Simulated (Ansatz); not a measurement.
**F2GeH6Si2 (SMILES [F][Ge]([F])([SiH3])[SiH3]): density, localisation and related maps**

Input

```
crystal:
  periodic: [false, false, false]
  atoms:
    - {symbol: F, position_ang: [-0.806309, 1.109044, -2.679675]}
    - {symbol: F, position_ang: [1.845255, 0.444172, -2.500049]}
    - {symbol: Ge, position_ang: [0.336382, 0.305384, -1.631311]}
    - {symbol: Si, position_ang: [0.537934, 1.643029, 0.341420]}
    - {symbol: Si, position_ang: [-0.247019, -2.014238, -1.606382]}
    - {symbol: H, position_ang: [-0.772894, 1.633087, 1.055543]}
    - {symbol: H, position_ang: [0.911620, 3.032951, -0.046607]}
    - {symbol: H, position_ang: [1.589032, 1.042508, 1.214857]}
    - {symbol: H, position_ang: [-0.282916, -2.524197, -3.006647]}
    - {symbol: H, position_ang: [-1.585815, -2.158338, -0.962014]}
    - {symbol: H, position_ang: [0.775912, -2.750778, -0.806729]}
basis:
  gaussian:
    orbitals: def2-SVPD
hamiltonian:
  xc: {name: PBE0}
output: {forces: true, orbitals: {seedname: orbitals}}
```

Command:

```sh
ansatz run input.yaml --threads 2 --pin off --max-ram 6090MiB --events-out events.jsonl --progress --plain --runs-dir runs
```

Geometry: PBE0-D4/def2-SVP.

Method: Ansatz, isolated molecule in a Gaussian basis; Kohn-Sham density functional theory, functional PBE0.

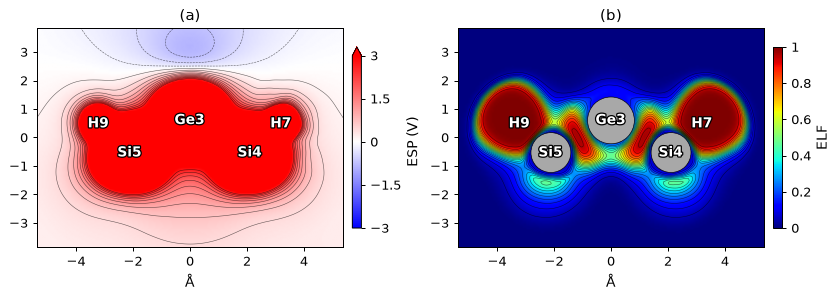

Figure 1. (a) molecular electrostatic potential; (b) ELF on the plane of atoms Ge3, Si5 and H9. Grey discs cover the atomic cores in the ELF map.

Question: Read the bonding off the picture.

Answer:
- Atoms in the plane: Ge, Si and H.
- Si–Ge (2.39 Å): the ELF peaks at about 0.95 between the atoms, as expected for a covalent bond.
- Si–H (1.49 Å): the ELF climbs to about 1 towards the hydrogen, as it does in any bond to H.
- Outside the dense part of the molecule the potential is most negative (−0.9 V) near F1, which lies off the plane.

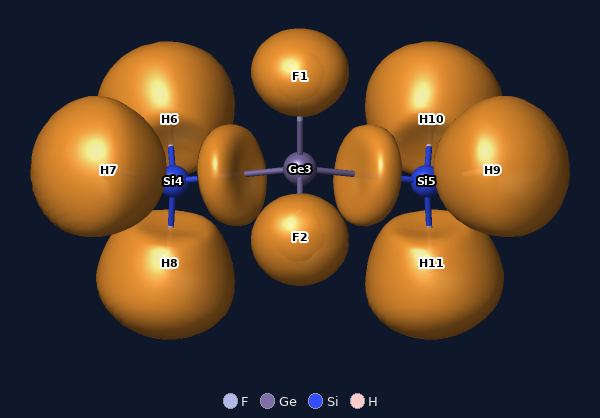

Figure 2. Isosurface of the ELF at 0.75 (orange), seen from one side. Core shells and regions of very low density are left out.

Question: Where are the electrons localised?

Answer: The ELF exceeds this value in two regions between bonded Ge–Si atoms (shared pairs), six regions around hydrogen nuclei and two regions wrapped around F (the valence shell of each).


Ge–F (1.75 Å): the ELF peaks at about 0.80 in the valence shell of F, 0.5 Å from its nucleus, and is about 0.20 at the midpoint.

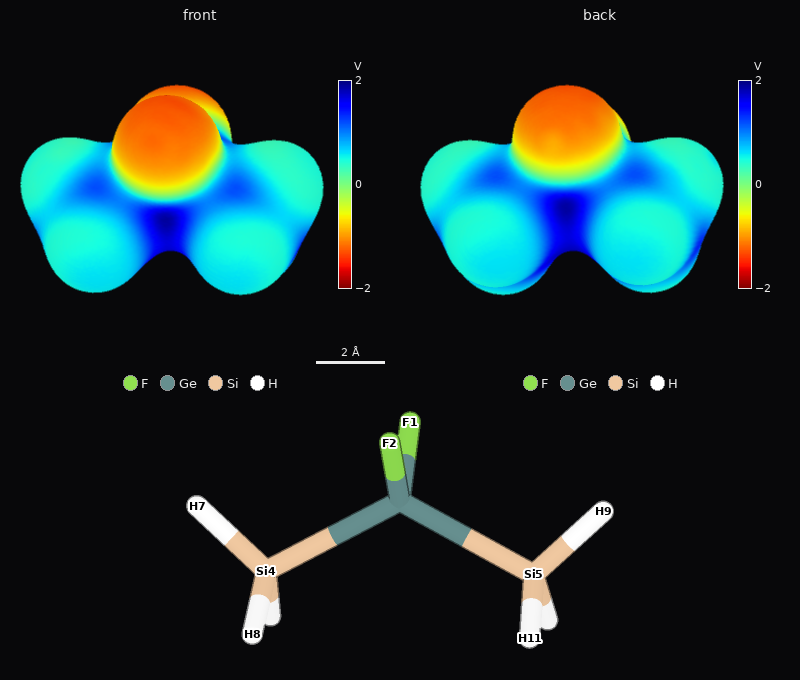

Figure 3. The electrostatic potential painted on the density surface at 0.002 e/bohr³, seen from the front and from behind; the colour scale runs from red (negative) to blue (positive). The bare structure is drawn below in the same view.

Question: Which sites attract a positive test charge, and which a negative one?

Answer: A positive charge is drawn to the negative regions and a negative charge to the positive ones. The most negative region (about −1.3 V) lies over F1 and F2, the most positive (about +1.8 V) over Ge3 and Si5.
